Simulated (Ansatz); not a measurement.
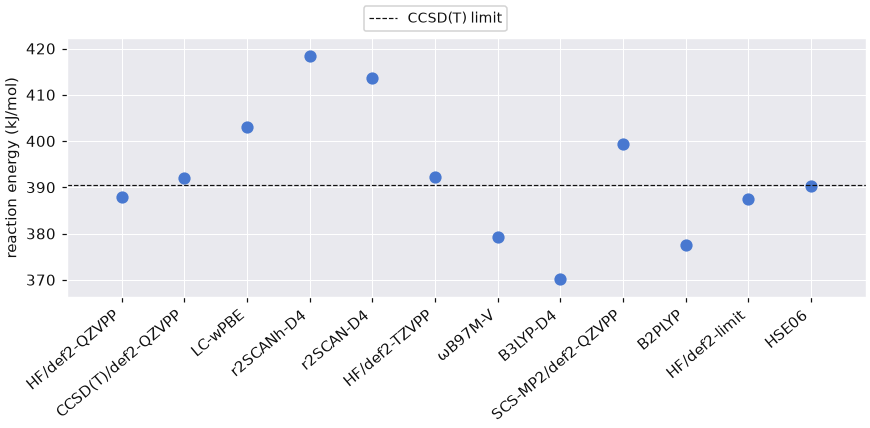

Electronic reaction energy of SiIClF₂ (F[Si](F)(Cl)I) → ICl (ClI) + SiF₂ (F[Si]F) [singlet] (SMILES in brackets) at several levels (functionals in def2-TZVPP unless a basis is named), isolated molecules at PBE0-D4 triple-zeta geometries, minima by their frequencies, no zero-point or thermal terms, the Ansatz code. The line is frozen-core CCSD(T) at the basis limit (MP2 extrapolated from triple and quadruple zeta, plus CCSD(T) less MP2 in a smaller set). B2PLYP holds a correlation term that converges slowly with the basis, so part of the distance to the limit is basis error. No dispersion term is added to LC-wPBE, B2PLYP and HSE06. The distance of CCSD(T)/def2-QZVPP and SCS-MP2/def2-QZVPP to the limit includes basis error. Core potentials past Kr.

What do zero-point energy and temperature add?

Zero-point change −9.1 kJ/mol; at 298.15 K and 1 bar the CCSD(T) limit plus thermal terms gives an enthalpy of reaction of 383.7 and a free energy of 337.8 kJ/mol (harmonic PBE0-D4 modes, ideal gas).

Which level comes closest to the line (CCSD(T) limit), and which misses most?

Closest HSE06 (390.2 kJ/mol), against 390.6 kJ/mol; farthest r2SCANh-D4 (418.4 kJ/mol).

Note: outer-core shells are correlated without core-valence functions, which makes the correlated values less sure; spin-orbit coupling is left out, and with I it can shift these values.
